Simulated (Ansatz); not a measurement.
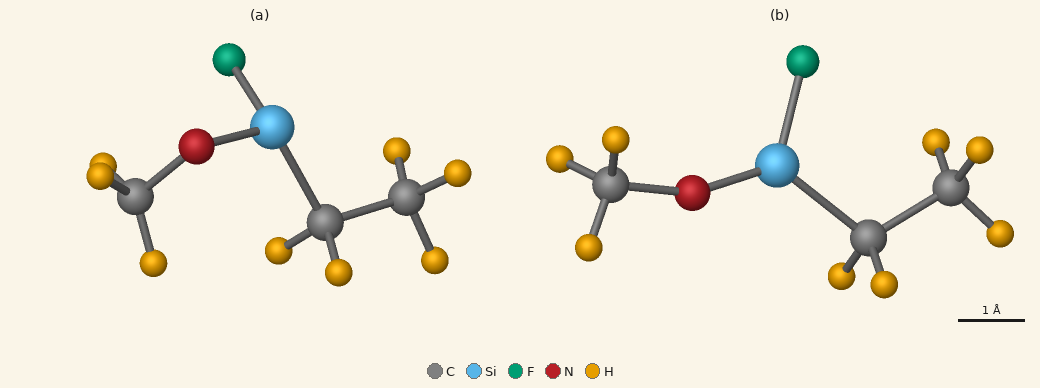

The structure of C3H8FNSi before (left) and after (right) a relaxation, at one scale.

A ball-and-stick model, seen at a tilt.

The run prepares an end point of a later path (hydrogen shift) calculation, from a guessed geometry.

Theory: RHF/6-31G in Ansatz 0.2.0. Settings: no spin polarisation; force threshold 0.02 eV/Å; at most 50 steps.

Describe what moved and what it gained.

The atom that moves furthest after the best rigid fit is an H atom (1.71 Å). By element the largest moves are H 1.71 Å, N 1.22 Å, C 0.86 Å, Si 0.84 Å, F 0.83 Å. Among the contacts that change: C–Si 2.366 → 2.935 Å, N–Si 1.648 → 1.562 Å, C–H 1.018 → 1.082 Å, C–H 1.145 → 1.084 Å. Bond angles that change, for instance: Si–N–C 100.9° → 159.2°, N–C–H 74.6° → 111.7°, F–Si–N 107.7° → 124.6°. Groups turn about C–N by about 115°. The energy falls by 111.7 kcal/mol in 18 geometry steps. Largest force component: 6.5 eV/Å at the start, 0.02 eV/Å at the end.
